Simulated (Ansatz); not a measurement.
**One shape, several levels: SiO (SMILES O=[Si])**

We compute a comparison of 3 runs (UHF/STO-3G, HSE06/STO-3G, PBE0/STO-3G) of SiO. 

Program for the calculation: Ansatz 0.2.0.

55 further runs of the same task are left out: 15 that didn't finish, 40 set aside as unsound or not needed.

### 1 The structure to begin with

The species is SiO (2 atoms), meant as a singlet with charge 0. As SMILES, `O=[Si]`. The Si2–O1 distance was set to 2.263 Å, away from the relaxed value.

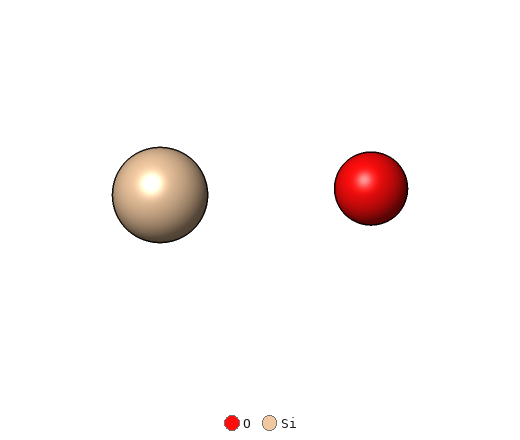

The structure, seen from a chosen angle (oxygen red, silicon light orange).

### 2 A single-point energy at UHF/STO-3G (run 1)

Input file job.yaml:

```yaml
crystal:
  periodic: [false, false, false]
  atoms:
    - {symbol: O, position_ang: [-1.281407, 0.463003, -0.648004]}
    - {symbol: Si, position_ang: [0.640700, -0.231500, 0.324000]}
basis:
  gaussian:
    orbitals: STO-3G
total_charge: 0
magnetization:
  spin_polarized: true
  initial_magnetization: 0
hamiltonian:
  xc: hf
accuracy: high
```

Command:

```bash
$ ansatz run job.yaml --threads 1 --pin off --max-ram 2610MiB --events-out events.jsonl --progress --plain --runs-dir runs
```

Standard output:

```text
Warning: RAYON_NUM_THREADS=1 ignored (pool sized by the plan → 1); use --threads N
Functional definition: HF
  name "HF"
  exchange = exact_x
  correlation = 0
218 factors; integrals over basis functions are off by at most 3.2e-8 eV
mean field evaluation 1: about -9752.2625 eV, gradient 3.0e1 eV
mean field evaluation 2: about -9752.2888 eV, gradient 3.0e1 eV
mean field evaluation 4: about -9760.9301 eV, gradient 2.9e1 eV
mean field evaluation 8: about -9760.9301 eV, gradient 2.9e1 eV
mean field evaluation 16: about -9772.6360 eV, gradient 6.1e-5 eV
mean field evaluation 32: about -9774.6800 eV, gradient 7.6e-4 eV
mean field evaluation 64: about -9775.4015 eV, gradient 1.4e0 eV
mean field evaluation 96: about -9772.6360 eV, gradient 1.9e-4 eV
mean field evaluation 128: about -9776.5661 eV, gradient 4.4e-1 eV
mean field evaluation 160: about -9776.1236 eV, gradient 1.7e-1 eV
mean field evaluation 192: about -9775.6041 eV, gradient 2.6e-1 eV
mean field evaluation 224: about -9757.2561 eV, gradient 3.0e1 eV
mean field evaluation 256: about -9760.9249 eV, gradient 1.4e1 eV
mean field -9776.84674769 eV, -359.2924909930 hartree, gradient 7.6e-9 eV, S^2 1.594988; 13 other end points of the search recorded, 0 dependent functions left out
reference -9776.84674769 eV, -359.2924909930 hartree; 11, 11 occupied and 3, 3 virtual orbitals, 218 factors
Total energy: -9776.84674769 eV, -359.2924909930 hartree
```

Run time: 0.34 s. Hardware: 1 thread of Arm Neoverse V1, shared host.

### 3 A single-point energy at HSE06/STO-3G (run 2)

Input file molecule.yaml:

```yaml
crystal:
  periodic: [false, false, false]
  atoms:
    - {symbol: O, position_ang: [-1.281407, 0.463003, -0.648004]}
    - {symbol: Si, position_ang: [0.640700, -0.231500, 0.324000]}
basis:
  gaussian:
    orbitals: STO-3G
hamiltonian:
  xc: hse06
accuracy: high
```

Command:

```bash
$ ansatz run molecule.yaml --threads 1 --pin off --max-ram 2610MiB --events-out events.jsonl --progress --plain --runs-dir runs
```

Standard output:

```text
Warning: RAYON_NUM_THREADS=1 ignored (pool sized by the plan → 1); use --threads N
Functional definition: HSE06
  name "HSE06"
  parameter a = 0.25
  parameter omega = 0.11/bohr
  exchange = pbe_x - a*pbe_x_sr(omega) + a*exact_x_sr(omega)
  correlation = pbe_c
218 factors; integrals over basis functions are off by at most 3.2e-8 eV
49 factors; integrals over basis functions are off by at most 3.4e-10 eV
mean field evaluation 1: about -9771.3924 eV, gradient 4.9e1 eV
mean field evaluation 2: about -9609.0110 eV, gradient 6.1e1 eV
mean field evaluation 4: about -9754.4786 eV, gradient 3.9e1 eV
mean field evaluation 8: about -9792.0891 eV, gradient 2.4e-1 eV
mean field evaluation 16: about -9792.0601 eV, gradient 9.7e-9 eV
mean field -9792.06012694 eV, -359.8515723685 hartree, gradient 9.7e-9 eV, S^2 0.000000; 0 other end points of the search recorded, 0 dependent functions left out
reference -9792.06012823 eV, -359.8515724158 hartree; 11, 11 occupied and 3, 3 virtual orbitals, 218 factors
Total energy: -9792.06012823 eV, -359.8515724158 hartree
```

It took 0.72 s on 1 thread of Arm Neoverse V1, shared host.

### 4 The energy at PBE0/STO-3G (run 3)

Input file molecule.yaml:

```yaml
basis:
  gaussian:
    orbitals: STO-3G
crystal:
  periodic: [false, false, false]
  atoms:
    - {symbol: O, position_ang: [-1.281407, 0.463003, -0.648004]}
    - {symbol: Si, position_ang: [0.640700, -0.231500, 0.324000]}
hamiltonian:
  xc: {name: PBE0}
accuracy: high
```

Command:

```bash
$ ansatz run molecule.yaml --threads 1 --pin off --max-ram 2610MiB --events-out events.jsonl --progress --plain --runs-dir runs
```

Standard output:

```text
Warning: RAYON_NUM_THREADS=1 ignored (pool sized by the plan → 1); use --threads N
Functional definition: PBE0
  name "PBE0"
[... 1 set-up line as earlier in the session ...]
  parameter kappa = 0.804
  parameter beta = 0.06672455060314922
  exchange = (1 - a)*pbe_x(kappa = kappa, mu = beta*pi^2/3) + a*exact_x
  correlation = pbe_c(beta = beta)
218 factors; integrals over basis functions are off by at most 3.2e-8 eV
mean field evaluation 1: about -9771.3063 eV, gradient 4.9e1 eV
mean field evaluation 2: about -9610.1798 eV, gradient 6.5e1 eV
mean field evaluation 4: about -9755.5715 eV, gradient 4.0e1 eV
mean field evaluation 8: about -9792.2885 eV, gradient 2.3e-1 eV
mean field evaluation 16: about -9792.2592 eV, gradient 1.3e-8 eV
mean field -9792.25921868 eV, -359.8588888547 hartree, gradient 1.3e-8 eV, S^2 0.000000; 0 other end points of the search recorded, 0 dependent functions left out
reference -9792.25921964 eV, -359.8588888902 hartree; 11, 11 occupied and 3, 3 virtual orbitals, 218 factors
Total energy: -9792.25921964 eV, -359.8588888902 hartree
```

Wall time 0.54 s (1 thread of Arm Neoverse V1, shared host).

### 5 The series

```
run         level  energy (Eh)  wall time
  1    UHF/STO-3G  -359.292491     0.34 s
  2  HSE06/STO-3G  -359.851572     0.72 s
  3   PBE0/STO-3G  -359.858889     0.54 s
```

### 6 Summary of results

| quantity | value |
| --- | --- |
| run 3: total energy | -359.85889 Eh |

In words: Totals of different functionals can't be ranked against each other. In runs 1, 2, 3 the basis is minimal, so the values are rough. Spin contamination of the reference: run 1 ⟨S²⟩ = 1.59. Where it is this large, the reference is a mixture of spin states, and values that rest on it are in doubt. All runs together took 1.6 s, the longest 0.72 s.
